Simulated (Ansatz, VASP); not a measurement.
**Cross-check of SiW between VASP and Ansatz**

Wanted: the spread between two codes on one cell, functional and k mesh. The cell is invented: As first built, before any earlier steps moved the atoms (in the runner's words): it takes the WC structure with some of its atoms replaced by other elements, volume scaled by an estimate. It may not be a known or stable phase. The cell is taken from a series of VASP runs on this material, whose earlier steps may have relaxed, scaled or displaced it; both programs get it as it stands. Valence electrons are named where the data sets of a main pair hold unlike numbers.

Program: Ansatz 0.2.0. Level of theory: plane waves, with VASP 6.6.1 beside it; band structure at HSEsol. Results are calculated unless marked as measured.

## Step 1: The structure

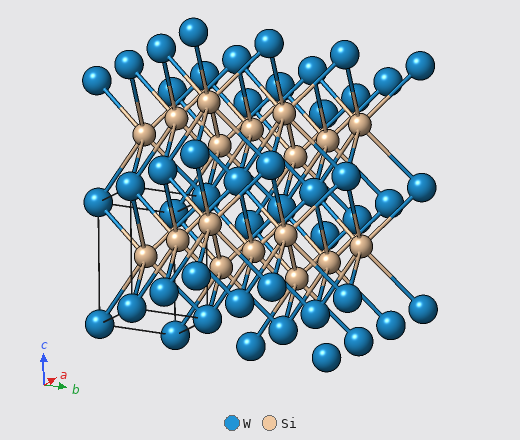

The cell as given, slightly off an axis (tungsten blue, silicon light orange). 3×3×2 cells are drawn. Bonds to atoms that aren't drawn are left out. Some periodic images of atoms are drawn too.

## Step 2: VASP: band structure, HSEsol

A single point gives forces, pressure and levels at one fixed geometry, so differences don't come from the geometry; what else differs is listed under the comparison.

Lines of VASP's logs that name or quote its potential files are left out, and so is its time.

The run reads the wave functions of an earlier VASP run, which isn't shown here.

Contents of INCAR:

```
SYSTEM = SiW
PREC = Accurate
ENCUT = 400
EDIFF = 1E-06
NELM = 100
ISMEAR = 0
SIGMA = 0.02
LREAL = .FALSE.
ALGO = Normal
LHFCALC = .TRUE.
AEXX = 0.25
GGA = PS
HFSCREEN = 0.2
LASPH = .TRUE.
PRECFOCK = Fast
LORBIT = 11
LWAVE = .FALSE.
LCHARG = .FALSE.
KPAR = 4
```

Contents of POSCAR:

```
SiW
1.0
    3.1462339355     -0.0000000082      0.0000000000
   -1.5731174854      2.7247182678      0.0000000000
    0.0000000000      0.0000000000      3.4999919662
W Si
1 1
Direct
    0.0000000000      0.0000000000      0.0000000000
    0.6666666700      0.3333333300      0.5000000000
```

Contents of KPOINTS:

```
Automatic mesh
0
Gamma
5 5 4
0 0 0
```

Contents of KPOINTS_OPT:

```
Line mode
10
Line-mode
Reciprocal
  0.00000000   0.00000000   0.00000000 GAMMA
  0.50000000   0.00000000   0.00000000 M

  0.50000000   0.00000000   0.00000000 M
  0.33333333   0.33333333   0.00000000 K

  0.33333333   0.33333333   0.00000000 K
  0.00000000   0.00000000   0.00000000 GAMMA

  0.00000000   0.00000000   0.00000000 GAMMA
  0.00000000   0.00000000   0.50000000 A

  0.00000000   0.00000000   0.50000000 A
  0.50000000   0.00000000   0.50000000 L

  0.50000000   0.00000000   0.50000000 L
  0.33333333   0.33333333   0.50000000 H

  0.33333333   0.33333333   0.50000000 H
  0.00000000   0.00000000   0.50000000 A

  0.50000000   0.00000000   0.50000000 L
  0.50000000   0.00000000   0.00000000 M

  0.33333333   0.33333333   0.00000000 K
  0.33333333   0.33333333   0.50000000 H
```

The projector-augmented-wave data sets are W and Si (PBE family, release 64).

Run with:

```console
$ mpirun -np 4 vasp_std
```

Numbers of over 12 decimals in the logs are rounded to 6 here.

What it wrote:

```text
[banner, memory and clock lines left out]
running    4 mpi-ranks, on    1 nodes
 distrk:  each k-point on    1 cores,    4 groups
 distr:  one band on    1 cores,    1 groups

 POSCAR found type information on POSCAR W Si
 POSCAR found :  2 types and       2 ions
|                                                                             |
|               ----> ADVICE to this user running VASP <----                  |
|                                                                             |
|     You enforced a specific xc type in the INCAR file but a different       |
|     [... a line on the potential file left out ...]
|     I HOPE YOU KNOW WHAT YOU ARE DOING!                                     |
|                                                                             |

 LDA part: xc-table for (Slater+PW92), standard interpolation
 found WAVECAR, reading the header
 POSCAR, INCAR and KPOINTS ok, starting setup
 FFT: planning ... GRIDC
 FFT: planning ... GRID_SOFT
 FFT: planning ... GRID
 reading WAVECAR
 the WAVECAR file was read successfully
 initial charge from wavefunction
 entering main loop
       N       E                     dE             d eps       ncg     rms          rms(c)
DAV:   1    -0.223939055638E+02   -0.22394E+02   -0.90103E-01   270   0.151E+01    0.882E+00
DAV:   2    -0.223971747970E+02   -0.32692E-02   -0.11362E-02   339   0.853E-01    0.535E+00
DAV:   3    -0.223961649029E+02    0.10099E-02   -0.16233E-03   309   0.288E-01    0.312E+00
DAV:   4    -0.223959024100E+02    0.26249E-03   -0.39485E-04   308   0.138E-01    0.182E+00
DAV:   5    -0.223958330542E+02    0.69356E-04   -0.11857E-04   343   0.681E-02    0.108E+00
DAV:   6    -0.223957973883E+02    0.35666E-04   -0.33302E-05   324   0.392E-02    0.637E-01
DAV:   7    -0.223957828983E+02    0.14490E-04   -0.11894E-05   330   0.238E-02    0.378E-01
DAV:   8    -0.223957794667E+02    0.34316E-05   -0.46201E-06   285   0.137E-02    0.225E-01
DAV:   9    -0.223957792061E+02    0.26061E-06   -0.14312E-06   146   0.721E-03
   1 F= -.22395779E+02 E0= -.22395580E+02  d E =-.398224E-03
 Start KPOINTS_OPT (optional k-point list driver)
k-point batch [1-15\90]
       N       E                     dE             ncg
DAV:   1     0.115558225536E+04   -0.20740E+04      270
DAV:   2     0.595249588341E+03   -0.56033E+03      315
DAV:   3     0.537504207470E+03   -0.57745E+02      329
DAV:   4     0.535592602998E+03   -0.19116E+01      406
DAV:   5     0.535538473910E+03   -0.54129E-01      385
DAV:   6     0.535536769700E+03   -0.17042E-02      373
DAV:   7     0.535536736502E+03   -0.33197E-04      359
DAV:   8     0.535536735773E+03   -0.72984E-06      342
[...]
k-point batch [76-90\90]
       N       E                     dE             ncg
DAV:   1     0.105703350044E+04   -0.47443E+04      270
DAV:   2     0.543081292685E+03   -0.51395E+03      322
DAV:   3     0.501047969351E+03   -0.42033E+02      362
DAV:   4     0.499831801434E+03   -0.12162E+01      393
DAV:   5     0.499811276096E+03   -0.20525E-01      366
DAV:   6     0.499810938951E+03   -0.33715E-03      379
DAV:   7     0.499810932162E+03   -0.67886E-05      371
DAV:   8     0.499810932023E+03   -0.13867E-06      342
```

Parts of OUTCAR (step 2):

```text
ion  position               nearest neighbor table
   1  0.000  0.000  0.000-   2 2.52   2 2.52   2 2.52   2 2.52   2 2.52   2 2.52
   2  0.667  0.333  0.500-   1 2.52   1 2.52   1 2.52   1 2.52   1 2.52   1 2.52

  LATTYP: Found a hexagonal cell.
 ALAT       =     3.1462339355
 C/A-ratio  =     1.1124385656

 Subroutine GETGRP returns: Found 12 space group operations
 (whereof 12 operations were pure point group operations)

The static configuration has the point symmetry D_3h.

 Found     15 irreducible k-points:

   k-points           NKPTS =     15   k-points in BZ     NKDIM =    100   number of bands    NBANDS=      9

   dimension x,y,z NGX =    24 NGY =   24 NGZ =   24
   dimension x,y,z NGXF=    48 NGYF=   48 NGZF=   48

   ENCUT  =  400.0 eV  29.40 Ry    5.42 a.u.   5.13  5.13  5.71*2*pi/ulx,y,z

   NELECT =      10.0000    total number of electrons

 k-points in reciprocal lattice and weights: Automatic mesh
   0.00000000  0.00000000  0.00000000       0.010
   0.20000000  0.00000000  0.00000000       0.060
   0.40000000 -0.00000000  0.00000000       0.060
   0.20000000  0.20000000  0.00000000       0.060
   0.40000000  0.20000000  0.00000000       0.060
   0.00000000  0.00000000  0.25000000       0.020
   0.20000000  0.00000000  0.25000000       0.120
   0.40000000 -0.00000000  0.25000000       0.120
   0.20000000  0.20000000  0.25000000       0.120
[...]
0.20000000  0.20000000  0.50000000       0.060
   0.40000000  0.20000000  0.50000000       0.060

  exchange ACFDT corr.  =         0.00000000  see jH, gK, PRB 81, 115126

 average (electrostatic) potential at core
       1 -32.6299       2 -76.6786

 E-fermi :   8.3428

 k-point     1 :       0.0000    0.0000    0.0000
  band No.  band energies     occupation
      1      -5.4097      2.00000
      2       3.7239      2.00000
      3       6.3846      2.00000
      4       6.3846      2.00000
      5       8.2566      2.00000
      6       9.5668      0.00000
      7       9.5668      0.00000
      8      16.0489      0.00000
      9      16.0489      0.00000

 k-point     2 :       0.2000    0.0000    0.0000
  band No.  band energies     occupation
      1      -4.4330      2.00000
      2       4.0658      2.00000
      3       5.2271      2.00000
      4       5.9177      2.00000
      5       7.4309      2.00000
      6       9.1300      0.00000
      7      12.3990      0.00000
      8      12.5694      0.00000
      9      14.3912      0.00000

 k-point     3 :       0.4000   -0.0000    0.0000
  band No.  band energies     occupation
      1      -1.9827      2.00000
      2       2.1353      2.00000
      3       4.3437      2.00000
      4       4.6838      2.00000
      5       8.5153      0.00000
      6       9.7505      0.00000
      7      12.2046      0.00000
      8      12.6073      0.00000
      9      14.3413      0.00000

  energy-cutoff  :      400.00
  volume of cell :       30.00
      direct lattice vectors                 reciprocal lattice vectors
     3.146233936 -0.000000008  0.000000000     0.317840320  0.183505271  0.000000000
    -1.573117485  2.724718268  0.000000000     0.000000001  0.367010422  0.000000000
     0.000000000  0.000000000  3.499991966     0.000000000  0.000000000  0.285714942

 POSITION                                       TOTAL-FORCE (eV/Angst)
 -----------------------------------------------------------------------------------
      0.00000      0.00000      0.00000         0.000000      0.000000      0.000000
      1.57312      0.90824      1.75000        -0.000000     -0.000000      0.000000
 -----------------------------------------------------------------------------------
    total drift:                               -0.000010     -0.000053      0.000000

  FREE ENERGIE OF THE ION-ELECTRON SYSTEM (eV)
  ---------------------------------------------------
  free  energy   TOTEN  =       -22.3957792061 eV

  energy  without entropy=      -22.3953809822  energy(sigma->0) =      -22.39558009

 total charge
# of ion       s       p       d       tot
------------------------------------------
    1        0.644   0.643   4.535   5.822
    2        0.774   0.966   0.000   1.740
--------------------------------------------------
tot          1.418   1.609   4.535   7.562

[... 3 further parts left out ...]
```

The k-mesh is coarse for exact exchange; levels may shift by about 0.1 eV on a finer one. The k-mesh is coarse for a metal. Spin-orbit coupling is off here; with elements this heavy it splits and shifts levels by tenths of an eV or more. The PAW data sets were made with PBE, which is usual practice but a small mismatch for other functionals. The data set W keeps the semicore shell frozen, which is cheaper and a little less accurate.

[end of part 1 of 2]

[Lines on the potential files, build, host, timing and source positions are cut from VASP's logs without a mark.]

[Logs are printed without paths, hosts, clocks, repeated set-up lines and the standing remarks that a program may print on its own settings, such as how far it seeks lower states.]

[Hosts, paths, dates, database ids (printed as entryN), source tags and the programs' standing remarks are cut or masked in the printed files.]
